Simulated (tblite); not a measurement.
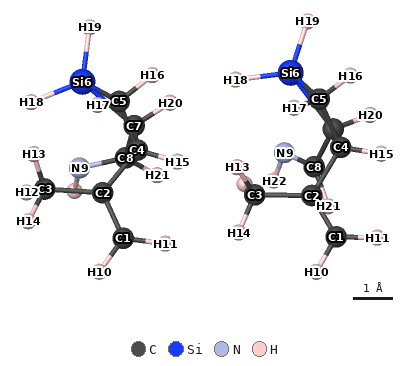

Two geometries of C$_{7}$H$_{13}$NSi, drawn at one scale. One is the start of a relaxation, the other its converged end. Style: ball-and-stick. Shown from a free direction.

Theory: tblite 0.8.0, GFN2-xTB geometry optimisation, gas phase. 

**Which of the two is the end point?**

The right one is the relaxed one. Over 182 geometry steps the energy falls by 26.1 kcal/mol. The atom that moves furthest after the best rigid fit is H21 (1.45 Å). Largest moves by element: H 1.45 Å, N 0.55 Å, C 0.48 Å, Si 0.26 Å. Some distances before and after: C5–Si6 1.826 → 1.917 Å, C4–C7 1.477 → 1.556 Å, C4–C5 1.486 → 1.550 Å, C8–N9 1.299 → 1.257 Å. Bond angles that change, for instance: N9–C8–H21 115.5° → 124.5°, C5–C4–C7 89.5° → 98.0°, C7–C8–H21 123.0° → 115.4°. Groups turn about C7–C8 by about 55°, C2–C3 by about 20°.
